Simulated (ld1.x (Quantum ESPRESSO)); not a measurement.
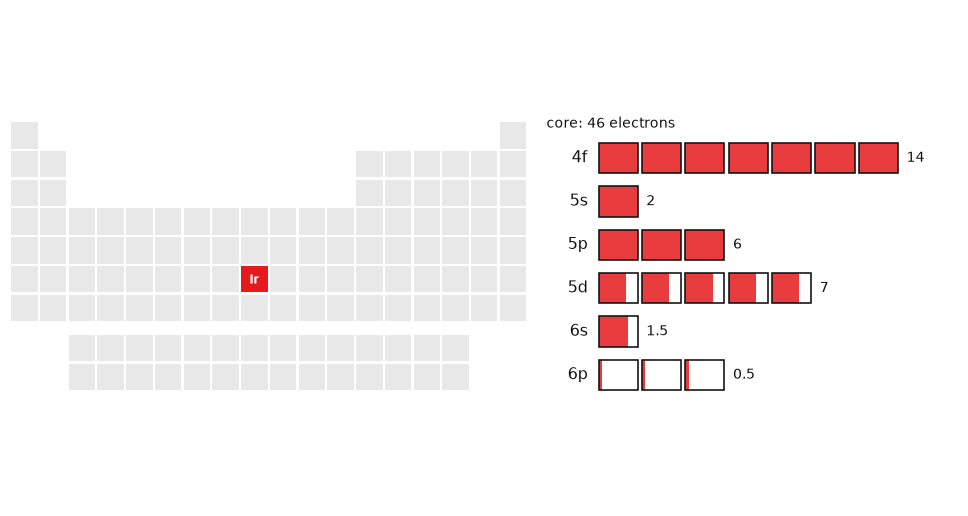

Left, the place of iridium in the periodic table; right, the valence shells of the reference configuration: a box for each of the 2l + 1 orbitals, shaded by the share of the shell that is filled, with the electron count at the right.

**Pseudopotential generation: Ir (part 1 of 2)**

System: iridium (Ir, Z = 77), core [Kr] 4d10, reference valence 4f14 5s2 5p6 5d7 6s1.5 6p0.5, valence charge 31.
Method: ultrasoft potential, LDA (PZ), scalar-relativistic, made with ld1.x (Quantum ESPRESSO) 7.5.

Summary:

- outcome: generated, with a spurious state above the valence levels
- cutoffs needed: 230 Ry and over 300 Ry (the cutoffs, on a coarse ladder, from which the occupation-weighted sum of valence levels, in a spherical-Bessel basis at the reference potential, stays within 10 and 1 mRy of its value at 400 Ry); ghost states and empty shells don't enter this sum
- ghost test: no ghost state below the valence levels in the s, p, d, f channels (spherical-Bessel basis up to 400 Ry, 20 bohr box)
- configuration tests: 2 of 9 tests not solved
- lowest eigenvalue of the overlap operator S in a Bessel basis (separate test): 0.036 (s channel)
- density cutoff estimated by the generator: 825 Ry
- largest excitation error among the tests solved: -15 meV (all-electron minus pseudo) for 4f14 5s2 5p6 5d7 6s0 6p0
- clearest signs, in the scattering phases, of states that the all-electron atom lacks: s near 4.2 Ry
- range over which the phases arctan(r u′/u) at the test radius agree within 0.05 rad (a looser test near the poles than one of phase shifts): s: up to about 2.7 Ry; p: up to about 3.4 Ry; d: up to about 1.3 Ry; f: over the whole range computed
- hardware: 1 CPU thread, shared host
- wall time: 3.2 s

Notes:

The Bessel test looks below the valence levels only. The scattering phases show an s state near 4.2 Ry, 4.7 Ry above the channel's reference energy, that the all-electron atom lacks; it spoils states at that energy. The overlap operator is close to singular, which makes the set fragile in plane-wave runs.

The input:
```
 &input
   title='Ir', zed=77., rel=1, dft='PZ', iswitch=3,
   config='[Xe] 4f14 5d7 6s1.5 6p0.5',
   nld=4, rlderiv=2.65, eminld=-9.0, emaxld=5.0, deld=0.04
 /
 &inputp
   pseudotype=3, tm=.true., lloc=-1, rcloc=1.25,
   nlcc=.false.,
   which_augfun='PSQ', rmatch_augfun_nc=.true.,
   file_pseudopw='Ir.UPF', file_wfcaegen='ae.wfc', file_wfcncgen='nc.wfc', file_beta='beta', file_chi='chi', file_wfcusgen='us.wfc'
 /
8
5S  1  0   2.00   0.00  1.50  1.85  0.0
6S  2  0   1.50   0.00  1.50  1.85  0.0
5P  2  1   6.00   0.00  1.85  2.25  0.0
6P  3  1   0.50   0.00  1.85  2.25  0.0
5D  3  2   7.00   0.00  2.30  2.45  0.0
5D  3  2   0.00   0.05  2.30  2.45  0.0
4F  4  3  14.00   0.00  0.85  0.95  0.0
4F  4  3   0.00  -3.45  0.85  0.95  0.0
 &test
   configts(1)='4f14 5s2 5p6 5d7 6s1.5 6p0.5'
 /
```

Input of the test run:
```
 &input
   title='Ir', zed=77., rel=1, dft='PZ', iswitch=2,
   config='[Xe] 4f14 5d7 6s1.5 6p0.5'
 /
 &test
   file_pseudo='Ir.UPF', nconf=10,
   configts(1)='4f14 5s2 5p6 5d7 6s1.5 6p0.5',
   configts(2)='4f14 5s2 5p6 5d7 6s2 6p0',
   configts(3)='4f14 5s2 5p6 5d7 6s1 6p0',
   configts(4)='4f14 5s2 5p6 5d7 6s0 6p0',
   configts(5)='4f14 5s2 5p6 5d7 6s1 6p1',
   configts(6)='4f14 5s1 5p6 5d7 6s2 6p0',
   configts(7)='4f14 5s2 5p6 5d6 6s2 6p0',
   configts(8)='4f14 5s2 5p6 5d6 6s0 6p0',
   configts(9)='4f14 5s2 5p6 5d7 6s1.5 6p0.5', lsdts(9)=1,
   configts(10)='4f14 5s2 5p6 5d7 6s2 6p0', lsdts(10)=1
 /
```

Launched with:
```bash
ld1.x < Ir.in > Ir.out
```

Log:
```
     Program LD1 v.7.5
     --------------------------- All-electron run ----------------------------

     Ir
     scalar relativistic calculation

     atomic number is 77.00
     dft =PZ   lsd =0 sic =0 latt =0  beta=0.20 tr2=1.0E-14
     Exchange-correlation= PZ
                           (   1   1   0   0   0   0   0)
     mesh =1277 r(mesh) = 100.10249 a.u. xmin = -7.00 dx = 0.01250
     1 Ry =  13.60569312 eV, c = 137.03599908

     n l     nl                  e(Ry)          e(Ha)          e(eV)
     1 0     1S 1( 2.00)     -5591.5867     -2795.7934    -76077.4128
     2 0     2S 1( 2.00)      -978.3081      -489.1541    -13310.5603
     2 1     2P 1( 6.00)      -850.1743      -425.0871    -11567.2104
     3 0     3S 1( 2.00)      -228.8445      -114.4222     -3113.5878
     3 1     3P 1( 6.00)      -191.3867       -95.6934     -2603.9491
     4 0     4S 1( 2.00)       -48.8268       -24.4134      -664.3228
     4 1     4P 1( 6.00)       -36.5384       -18.2692      -497.1306
     3 2     3D 1(10.00)      -150.1054       -75.0527     -2042.2882
     5 0     5S 1( 2.00)        -7.2967        -3.6484       -99.2771
     5 1     5P 1( 6.00)        -4.1090        -2.0545       -55.9059
     4 2     4D 1(10.00)       -21.4507       -10.7254      -291.8517
     4 3     4F 1(14.00)        -4.6688        -2.3344       -63.5226
     5 2     5D 1( 7.00)        -0.6083        -0.3041        -8.2762
     6 0     6S 1( 1.50)        -0.5352        -0.2676        -7.2815
     6 1     6P 1( 0.50)        -0.1378        -0.0689        -1.8747

     final scf error:  2.6E-15 reached in  27 iterations

     Etot =  -35634.808446 Ry,  -17817.404223 Ha, -484836.268215 eV

     Ekin =   39617.881916 Ry,   19808.940958 Ha,  539028.743539 eV
     Encl =  -88446.590493 Ry,  -44223.295247 Ha,-1203377.168023 eV
     Eh   =   13865.845360 Ry,    6932.922680 Ha,  188654.436863 eV
     Exc  =    -671.945230 Ry,    -335.972615 Ha,   -9142.280594 eV

     normalization and overlap integrals

     s(1S/1S) =  1.000000  <r> =   0.0174  <r2> =    0.0004  r(max) =   0.0108
     s(2S/2S) =  1.000000  <r> =   0.0736  <r2> =    0.0064  r(max) =   0.0620
     s(2P/2P) =  1.000000  <r> =   0.0663  <r2> =    0.0054  r(max) =   0.0514
     s(3S/3S) =  1.000000  <r> =   0.1906  <r2> =    0.0415  r(max) =   0.1749
     s(3P/3P) =  1.000000  <r> =   0.1914  <r2> =    0.0425  r(max) =   0.1749
     s(4S/4S) =  1.000000  <r> =   0.4236  <r2> =    0.2025  r(max) =   0.3990
     s(4P/4P) =  1.000000  <r> =   0.4508  <r2> =    0.2311  r(max) =   0.4195
     s(3D/3D) =  1.000000  <r> =   0.1733  <r2> =    0.0352  r(max) =   0.1414
     s(5S/5S) =  1.000000  <r> =   0.9767  <r2> =    1.0710  r(max) =   0.8880
     s(5P/5P) =  1.000000  <r> =   1.1328  <r2> =    1.4535  r(max) =   1.0062
     s(4D/4D) =  1.000000  <r> =   0.4787  <r2> =    0.2651  r(max) =   0.4247
     s(4F/4F) =  1.000000  <r> =   0.5352  <r2> =    0.3510  r(max) =   0.3940
     s(5D/5D) =  1.000000  <r> =   1.7076  <r2> =    3.5034  r(max) =   1.3083
     s(6S/6S) =  1.000000  <r> =   2.8478  <r2> =    9.2780  r(max) =   2.3838
     s(6P/6P) =  1.000000  <r> =   4.3798  <r2> =   22.6588  r(max) =   3.3828

     ------------------------ End of All-electron run ------------------------

     --------------------- Generating US pseudopotential ---------------------

      Generating local potential from pseudized AE potential:
      Matching radius rcloc =   1.2500

      Local pseudo, rcloc= 1.260 Estimated cut-off energy=    15.83 Ry
      Wfc-us  5S rcutus= 1.833  Estimated cut-off energy=    17.20 Ry
      Wfc-us  6S rcutus= 1.833  Estimated cut-off energy=    34.98 Ry
      Wfc-us  5P rcutus= 2.239  Estimated cut-off energy=    17.82 Ry
      Wfc-us  6P rcutus= 2.239  Estimated cut-off energy=    13.54 Ry
      Wfc-us  5D rcutus= 2.475  Estimated cut-off energy=    19.33 Ry
      Wfc-us  5D rcutus= 2.475  Estimated cut-off energy=    29.51 Ry
      Wfc-us  4F rcutus= 0.957  Estimated cut-off energy=   176.78 Ry
      Wfc-us  4F rcutus= 0.957  Estimated cut-off energy=   206.76 Ry

     Q pseudized with Bessel functions
     Expected ecutrho=     824.9043 due to l1=  3   l2=  3

     ------------------- End of pseudopotential generation -------------------

     --------------------------- All-electron run ----------------------------

     Ir
     scalar relativistic calculation

     atomic number is 77.00
     dft =PZ   lsd =0 sic =0 latt =0  beta=0.20 tr2=1.0E-14
     Exchange-correlation= PZ
                           (   1   1   0   0   0   0   0)
     mesh =1277 r(mesh) = 100.10249 a.u. xmin = -7.00 dx = 0.01250
     1 Ry =  13.60569312 eV, c = 137.03599908

     n l     nl                  e(Ry)          e(Ha)          e(eV)
     1 0     1S 1( 2.00)     -5591.5867     -2795.7934    -76077.4128
     2 0     2S 1( 2.00)      -978.3081      -489.1541    -13310.5603
     2 1     2P 1( 6.00)      -850.1743      -425.0871    -11567.2104
     3 0     3S 1( 2.00)      -228.8445      -114.4222     -3113.5878
     3 1     3P 1( 6.00)      -191.3867       -95.6934     -2603.9491
     4 0     4S 1( 2.00)       -48.8268       -24.4134      -664.3228
     4 1     4P 1( 6.00)       -36.5384       -18.2692      -497.1306
     3 2     3D 1(10.00)      -150.1054       -75.0527     -2042.2882
     5 0     5S 1( 2.00)        -7.2967        -3.6484       -99.2771
     5 1     5P 1( 6.00)        -4.1090        -2.0545       -55.9059
     4 2     4D 1(10.00)       -21.4507       -10.7254      -291.8517
     4 3     4F 1(14.00)        -4.6688        -2.3344       -63.5226
     5 2     5D 1( 7.00)        -0.6083        -0.3041        -8.2762
     6 0     6S 1( 1.50)        -0.5352        -0.2676        -7.2815
     6 1     6P 1( 0.50)        -0.1378        -0.0689        -1.8747

     final scf error:  2.6E-15 reached in  27 iterations

     Etot =  -35634.808446 Ry,  -17817.404223 Ha, -484836.268215 eV

     Ekin =   39617.881916 Ry,   19808.940958 Ha,  539028.743539 eV
     Encl =  -88446.590493 Ry,  -44223.295247 Ha,-1203377.168023 eV
     Eh   =   13865.845360 Ry,    6932.922680 Ha,  188654.436863 eV
     Exc  =    -671.945230 Ry,    -335.972615 Ha,   -9142.280594 eV

     normalization and overlap integrals

     s(1S/1S) =  1.000000  <r> =   0.0174  <r2> =    0.0004  r(max) =   0.0108
     s(2S/2S) =  1.000000  <r> =   0.0736  <r2> =    0.0064  r(max) =   0.0620
     s(2P/2P) =  1.000000  <r> =   0.0663  <r2> =    0.0054  r(max) =   0.0514
     s(3S/3S) =  1.000000  <r> =   0.1906  <r2> =    0.0415  r(max) =   0.1749
     s(3P/3P) =  1.000000  <r> =   0.1914  <r2> =    0.0425  r(max) =   0.1749
     s(4S/4S) =  1.000000  <r> =   0.4236  <r2> =    0.2025  r(max) =   0.3990
     s(4P/4P) =  1.000000  <r> =   0.4508  <r2> =    0.2311  r(max) =   0.4195
     s(3D/3D) =  1.000000  <r> =   0.1733  <r2> =    0.0352  r(max) =   0.1414
     s(5S/5S) =  1.000000  <r> =   0.9767  <r2> =    1.0710  r(max) =   0.8880
     s(5P/5P) =  1.000000  <r> =   1.1328  <r2> =    1.4535  r(max) =   1.0062
     s(4D/4D) =  1.000000  <r> =   0.4787  <r2> =    0.2651  r(max) =   0.4247
     s(4F/4F) =  1.000000  <r> =   0.5352  <r2> =    0.3510  r(max) =   0.3940
     s(5D/5D) =  1.000000  <r> =   1.7076  <r2> =    3.5034  r(max) =   1.3083
     s(6S/6S) =  1.000000  <r> =   2.8478  <r2> =    9.2780  r(max) =   2.3838
     s(6P/6P) =  1.000000  <r> =   4.3798  <r2> =   22.6588  r(max) =   3.3828

     ------------------------ End of All-electron run ------------------------

     Computing logarithmic derivative in   2.65107
     Computing logarithmic derivative in   2.65107
     Computing the partial wave expansion
     R is outside the sphere for l=    0 j= 0.00
     R is outside the sphere for l=    0 j= 0.00
     R is outside the sphere for l=    1 j= 0.00
     R is outside the sphere for l=    1 j= 0.00
     R is outside the sphere for l=    2 j= 0.00
     R is outside the sphere for l=    2 j= 0.00
     R is outside the sphere for l=    3 j= 0.00
     R is outside the sphere for l=    3 j= 0.00

     ---------------------- Testing the pseudopotential ----------------------

     Ir
     scalar relativistic calculation

     atomic number is 77.00   valence charge is 31.00
     dft =PZ   lsd =0 sic =0 latt =0  beta=0.20 tr2=1.0E-14
     mesh =1277 r(mesh) = 100.10249 xmin = -7.00 dx = 0.01250

     n l     nl             e AE (Ry)        e PS (Ry)    De AE-PS (Ry)
     4 3     4F   1(14.00)       -4.66882       -4.66879       -0.00003
     1 0     5S   1( 2.00)       -7.29673       -7.29667       -0.00007
     2 1     5P   1( 6.00)       -4.10901       -4.10895       -0.00006
     3 2     5D   1( 7.00)       -0.60829       -0.60826       -0.00004
     2 0     6S   1( 1.50)       -0.53518       -0.53517       -0.00001
     3 1     6P   1( 0.50)       -0.13779       -0.13778       -0.00000

     eps = 3.7E-16  iter =  8

     Etot =  -35634.808446 Ry,  -17817.404223 Ha, -484836.268215 eV
     Etotps = -1016.573966 Ry,    -508.286983 Ha,  -13831.193423 eV

     Ekin =     205.909695 Ry,     102.954847 Ha,    2801.544117 eV
     Encl =   -2324.739152 Ry,   -1162.369576 Ha,  -31629.687490 eV
     Ehrt =     929.309979 Ry,     464.654990 Ha,   12643.906392 eV
     Ecxc =     -70.535353 Ry,     -35.267676 Ha,    -959.682367 eV
     Epseu=     243.480865 Ry,     121.740432 Ha,    3312.725925 eV

     ---------------------- End of pseudopotential test ----------------------
```

Output of the test run (extracts):
```
     ---------------------- Testing the pseudopotential ----------------------

     Ir
     scalar relativistic calculation

     atomic number is 77.00   valence charge is 31.00
     dft =PZ   lsd =0 sic =0 latt =0  beta=0.20 tr2=1.0E-14
     mesh =1277 r(mesh) = 100.10249 xmin = -7.00 dx = 0.01250

     n l     nl             e AE (Ry)        e PS (Ry)    De AE-PS (Ry)
     4 3     4F   1(14.00)       -4.66882       -4.66879       -0.00003
     1 0     5S   1( 2.00)       -7.29673       -7.29667       -0.00007
     2 1     5P   1( 6.00)       -4.10901       -4.10895       -0.00006
     3 2     5D   1( 7.00)       -0.60829       -0.60826       -0.00004
     2 0     6S   1( 1.50)       -0.53518       -0.53517       -0.00001
     3 1     6P   1( 0.50)       -0.13779       -0.13778       -0.00000

     eps = 5.4E-16  iter =  8

     Etot =  -35634.808446 Ry,  -17817.404223 Ha, -484836.268216 eV
     Etotps = -1016.573967 Ry,    -508.286983 Ha,  -13831.193425 eV

     Ekin =     205.909695 Ry,     102.954847 Ha,    2801.544115 eV
     Encl =   -2324.739152 Ry,   -1162.369576 Ha,  -31629.687491 eV
     Ehrt =     929.309979 Ry,     464.654990 Ha,   12643.906392 eV
     Ecxc =     -70.535353 Ry,     -35.267676 Ha,    -959.682367 eV
     Epseu=     243.480865 Ry,     121.740432 Ha,    3312.725925 eV

     ---------------------- End of pseudopotential test ----------------------

     ---------------------- Testing the pseudopotential ----------------------

     Ir
     scalar relativistic calculation

     atomic number is 77.00   valence charge is 31.00
     dft =PZ   lsd =0 sic =0 latt =0  beta=0.20 tr2=1.0E-14
     mesh =1277 r(mesh) = 100.10249 xmin = -7.00 dx = 0.01250

     n l     nl             e AE (Ry)        e PS (Ry)    De AE-PS (Ry)
     4 3     4F   1(14.00)       -4.59711       -4.59949        0.00238
     1 0     5S   1( 2.00)       -7.22475       -7.22592        0.00116
     2 1     5P   1( 6.00)       -4.03678       -4.03761        0.00083
     3 2     5D   1( 7.00)       -0.54068       -0.54105        0.00037
     2 0     6S   1( 2.00)       -0.48448       -0.48432       -0.00016
     3 1     6P   1( 0.00)       -0.09933       -0.09932       -0.00001

     eps = 8.7E-16  iter = 13

     Etot =  -35635.003759 Ry,  -17817.501879 Ha, -484838.925575 eV
     Etotps = -1016.769294 Ry,    -508.384647 Ha,  -13833.850990 eV
     dEtot_ae =      -0.195312 Ry
     dEtot_ps =      -0.195327 Ry,   Delta E=       0.000015 Ry

     Ekin =     207.317639 Ry,     103.658820 Ha,    2820.700179 eV
     Encl =   -2326.861964 Ry,   -1163.430982 Ha,  -31658.569816 eV
     Ehrt =     931.444346 Ry,     465.722173 Ha,   12672.945930 eV
     Ecxc =     -70.620010 Ry,     -35.310005 Ha,    -960.834180 eV
     Epseu=     241.950694 Ry,     120.975347 Ha,    3291.906896 eV

     ---------------------- End of pseudopotential test ----------------------

     ---------------------- Testing the pseudopotential ----------------------

     Ir
     scalar relativistic calculation

     atomic number is 77.00   valence charge is 31.00
     dft =PZ   lsd =0 sic =0 latt =0  beta=0.20 tr2=1.0E-14
     mesh =1277 r(mesh) = 100.10249 xmin = -7.00 dx = 0.01250

     n l     nl             e AE (Ry)        e PS (Ry)    De AE-PS (Ry)
     4 3     4F   1(14.00)       -5.21210       -5.21294        0.00083
     1 0     5S   1( 2.00)       -7.84070       -7.83998       -0.00073
     2 1     5P   1( 6.00)       -4.65415       -4.65361       -0.00055
     3 2     5D   1( 7.00)       -1.14548       -1.14480       -0.00068
     2 0     6S   1( 1.00)       -1.02283       -1.02305        0.00022
     3 1     6P   1( 0.00)       -0.54569       -0.54579        0.00010

     eps = 6.2E-16  iter = 11

     Etot =  -35634.255176 Ry,  -17817.127588 Ha, -484828.740598 eV
     Etotps = -1016.020427 Ry,    -508.010213 Ha,  -13823.662136 eV
     dEtot_ae =       0.553270 Ry
     dEtot_ps =       0.553540 Ry,   Delta E=      -0.000270 Ry

     Ekin =     204.679805 Ry,     102.339902 Ha,    2784.810610 eV
     Encl =   -2307.915055 Ry,   -1153.957528 Ha,  -31400.783994 eV
     Ehrt =     912.764592 Ry,     456.382296 Ha,   12418.794927 eV
     Ecxc =     -70.163054 Ry,     -35.081527 Ha,    -954.616983 eV
     Epseu=     244.613286 Ry,     122.306643 Ha,    3328.133304 eV

     ---------------------- End of pseudopotential test ----------------------

     ---------------------- Testing the pseudopotential ----------------------

     Ir
     scalar relativistic calculation

     atomic number is 77.00   valence charge is 31.00
     dft =PZ   lsd =0 sic =0 latt =0  beta=0.20 tr2=1.0E-14
     mesh =1277 r(mesh) = 100.10249 xmin = -7.00 dx = 0.01250

     n l     nl             e AE (Ry)        e PS (Ry)    De AE-PS (Ry)
     4 3     4F   1(14.00)       -5.90419       -5.90064       -0.00354
     1 0     5S   1( 2.00)       -8.53209       -8.52771       -0.00438
     2 1     5P   1( 6.00)       -5.34561       -5.34232       -0.00329
     3 2     5D   1( 7.00)       -1.81603       -1.81364       -0.00239
     2 0     6S   1( 0.00)       -1.60789       -1.60852        0.00063
     3 1     6P   1( 0.00)       -1.04838       -1.04881        0.00043

     eps = 9.1E-16  iter = 11

     Etot =  -35632.943230 Ry,  -17816.471615 Ha, -484810.890654 eV
     Etotps = -1014.707628 Ry,    -507.353814 Ha,  -13805.800590 eV
     dEtot_ae =       1.865216 Ry
     dEtot_ps =       1.866339 Ry,   Delta E=      -0.001123 Ry

     Ekin =     200.688154 Ry,     100.344077 Ha,    2730.501443 eV
     Encl =   -2286.674285 Ry,   -1143.337143 Ha,  -31111.788601 eV
     Ehrt =     892.506997 Ry,     446.253499 Ha,   12143.176312 eV
     Ecxc =     -69.665691 Ry,     -34.832845 Ha,    -947.850012 eV
     Epseu=     248.437197 Ry,     124.218599 Ha,    3380.160268 eV

     ---------------------- End of pseudopotential test ----------------------

     ---------------------- Testing the pseudopotential ----------------------

     Ir
     scalar relativistic calculation

     atomic number is 77.00   valence charge is 31.00
     dft =PZ   lsd =0 sic =0 latt =0  beta=0.20 tr2=1.0E-14
     mesh =1277 r(mesh) = 100.10249 xmin = -7.00 dx = 0.01250

     n l     nl             e AE (Ry)        e PS (Ry)    De AE-PS (Ry)
     4 3     4F   1(14.00)       -4.73499       -4.73207       -0.00292
     1 0     5S   1( 2.00)       -7.36309       -7.36164       -0.00145
     2 1     5P   1( 6.00)       -4.17550       -4.17444       -0.00106
     3 2     5D   1( 7.00)       -0.67000       -0.66953       -0.00047
     2 0     6S   1( 1.00)       -0.58017       -0.58032        0.00015
     3 1     6P   1( 1.00)       -0.16860       -0.16860       -0.00000

     eps = 5.2E-15  iter = 12

     Etot =  -35634.606251 Ry,  -17817.303125 Ha, -484833.517204 eV
     Etotps = -1016.371692 Ry,    -508.185846 Ha,  -13828.441345 eV
     dEtot_ae =       0.202196 Ry
     dEtot_ps =       0.202274 Ry,   Delta E=      -0.000079 Ry

     Ekin =     204.381199 Ry,     102.190599 Ha,    2780.747872 eV
     Encl =   -2322.802475 Ry,   -1161.401237 Ha,  -31603.337654 eV
     Ehrt =     927.370084 Ry,     463.685042 Ha,   12617.512777 eV
     Ecxc =     -70.461224 Ry,     -35.230612 Ha,    -958.673794 eV
     Epseu=     245.140723 Ry,     122.570362 Ha,    3335.309454 eV

     ---------------------- End of pseudopotential test ----------------------
```

(Continued in part 2.)
